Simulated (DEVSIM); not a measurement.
Structure: W/SiO2/p-Si capacitor, at 400 K.

| layer (left to right) | material | thickness (nm) | Na (cm⁻³) |
|---|---|---|---|
| 1 | SiO2 | 1.40 | - |
| 2 | Si | 1500 | 1.4e17 |

Metal gate on the left, work function 4.6 eV. Fixed charge at the semiconductor interface -2.6e11 cm⁻² (in units of +e); interface traps 3.7e11 cm⁻² eV⁻¹, uniform in energy, neutral level at 0.7 of the gap above the valence band.

This is a model device: material constants are rounded textbook-type values typed into the input, and sizes, dopings and lifetimes were drawn at random. Values at 300 K; Nc and Nv go as T^1.5, mobilities as T to minus their exponent, the gap by Varshni's rule with the affinity fixed.

| parameter | SiO2 | Si |
|---|---|---|
| gap (eV) | 9 | 1.124 |
| affinity (eV) | 0.9 | 4.05 |
| permittivity | 3.9 | 11.7 |
| Nc (cm⁻³) | - | 2.86e19 |
| Nv (cm⁻³) | - | 3.1e19 |
| Varshni α (eV/K) | - | 0.000473 |
| Varshni β (K) | - | 636 |

Simulated with DEVSIM: 1D Poisson equation in equilibrium, Boltzmann statistics, complete ionisation; no quantum confinement or tunnelling. Metal contacts follow the ideal Schottky-Mott rule: no Fermi-level pinning, no interface dipoles.

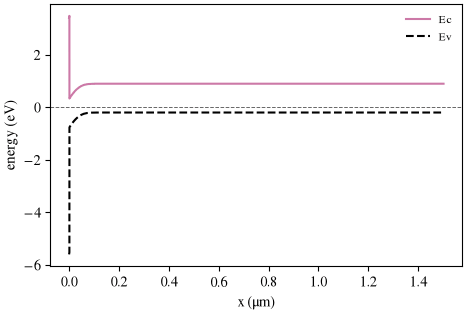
Band edges at 0.3 V on the gate

Energies count from the Fermi level of the right contact; mesh points crowd at the junctions.

```tsv
x (μm)	Ec (eV)	Ev (eV)	n (cm⁻³)	p (cm⁻³)	field (V/cm)
0.000	3.400	-5.600	< 1e2	< 1e2	580000
0.0006129	3.435	-5.565	< 1e2	< 1e2	580000
0.001086	3.462	-5.537	< 1e2	< 1e2	580000
0.001868	0.337	-0.759	2.5e15	1.3e10	150000
0.004037	0.369	-0.727	9.8e14	3.3e10	150000
0.007465	0.418	-0.678	2.4e14	1.4e11	140000
0.01353	0.498	-0.598	2.3e13	1.4e12	130000
0.03122	0.686	-0.410	1.0e11	3.2e14	87000
0.05917	0.848	-0.249	9.2e8	3.5e16	31000
0.1124	0.895	-0.202	2.4e8	1.4e17	710
0.2064	0.895	-0.201	2.3e8	1.4e17	≈ 0
0.4808	0.895	-0.201	2.3e8	1.4e17	≈ 0
0.8683	0.895	-0.201	2.3e8	1.4e17	≈ 0
1.169	0.895	-0.201	2.3e8	1.4e17	≈ 0
1.359	0.895	-0.201	2.3e8	1.4e17	≈ 0
1.425	0.895	-0.201	2.3e8	1.4e17	≈ 0
1.462	0.895	-0.201	2.3e8	1.4e17	≈ 0
1.481	0.895	-0.201	2.3e8	1.4e17	≈ 0
1.493	0.895	-0.201	2.3e8	1.4e17	≈ 0
1.498	0.895	-0.201	2.3e8	1.4e17	≈ 0
1.500	0.895	-0.201	2.3e8	1.4e17	≈ 0
1.501	0.895	-0.201	2.3e8	1.4e17	≈ 0
```
